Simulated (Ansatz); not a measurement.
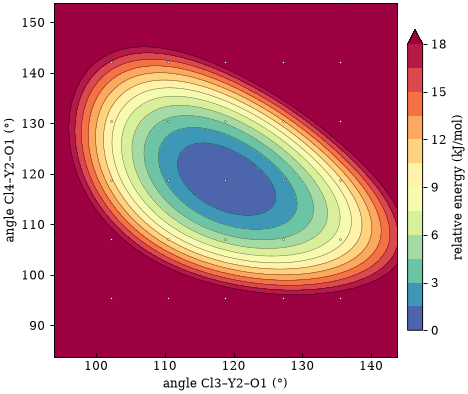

Cl2HOY, SMILES [OH][Y]([Cl])[Cl]. 
- The first coordinate is: angle Cl3–Y2–O1; the second: angle Cl4–Y2–O1.
- Nothing is relaxed (all other coordinates rigid).
- Grid: 7 × 7 points.
- Energies are in kJ/mol, from the relaxed molecule at the same level.
- Computed with RKS r2SCAN-D4/def2-TZVP in Ansatz 0.2.0.

Drawn: filled contours, dots at the grid points, one colour for all values above the top of the scale. Between grid points the surface is interpolated.

Estimate the position of the minimum and the force constants in these coordinates.

The interpolated minimum is at angle Cl3–Y2–O1 ≈ 118.8°, angle Cl4–Y2–O1 ≈ 118.8°. The curvatures there are about 2.5 eV/rad² and 2.5 eV/rad², with a cross term of about 1.1 eV/rad². Round the minimum the valley is somewhat tilted: raising angle Cl3–Y2–O1 shifts the best value of angle Cl4–Y2–O1 downwards (coupling k₁₂/√(k₁₁k₂₂) about 0.5). (1 eV is 96.5 kJ/mol.)
